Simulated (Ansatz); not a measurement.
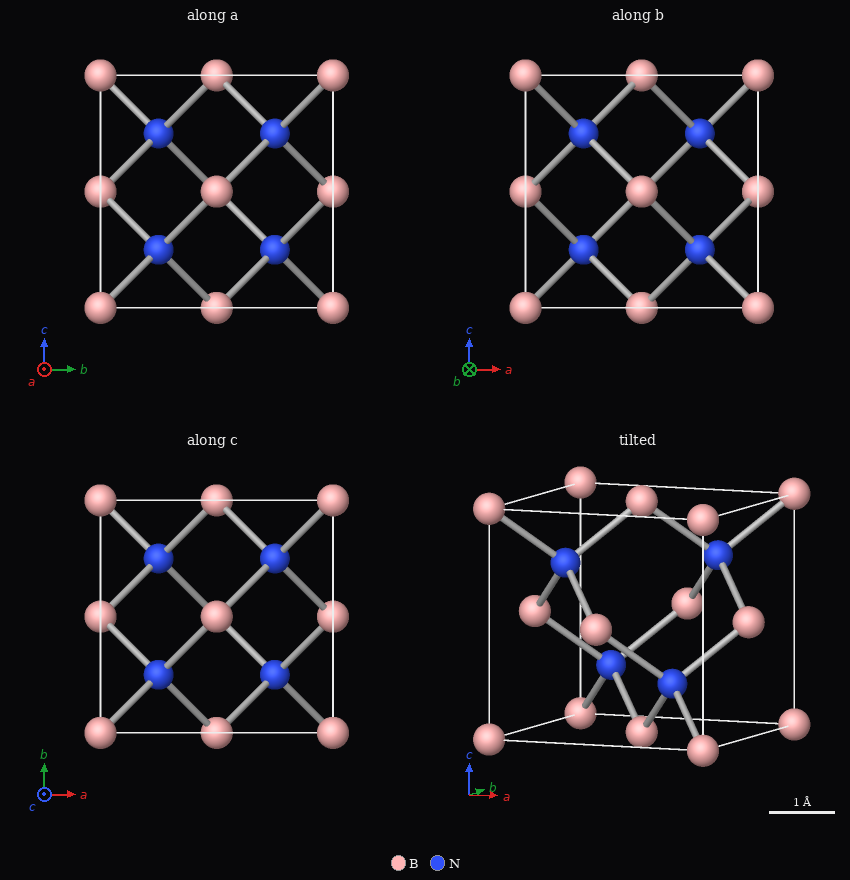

Drawn in the ball-and-stick manner and seen along the a axis, along the b axis, along the c axis and slightly off an axis. The conventional unit cell is outlined; an atom on or near a face, edge or corner is repeated at each equivalent position.

Lattice parameters: a = 3.6097 Å, b = 3.6097 Å, c = 3.6097 Å, α = 90.000°, β = 90.000°, γ = 90.000°.

Record the structure as a CIF with its space group and independent sites.

Answer.
```cif
data_structure
_symmetry_space_group_name_H-M 'F -4 3 m'
_symmetry_Int_Tables_number 216
_cell_length_a 3.6097
_cell_length_b 3.6097
_cell_length_c 3.6097
_cell_angle_alpha 90.000
_cell_angle_beta 90.000
_cell_angle_gamma 90.000
_cell_volume 47.03
loop_
_atom_site_label
_atom_site_type_symbol
_atom_site_symmetry_multiplicity
_atom_site_Wyckoff_symbol
_atom_site_fract_x
_atom_site_fract_y
_atom_site_fract_z
_atom_site_occupancy
B1 B 4 a 0.0000 0.0000 0.0000 1
N1 N 4 d 0.2500 0.2500 0.7500 1
```

The structure was taken from a structure type filled with these elements by a generator (whether the compound takes this form wasn't checked). Earlier steps of the study may have refined or changed the cell and positions. Ansatz was used for an electronic-structure calculation on it.
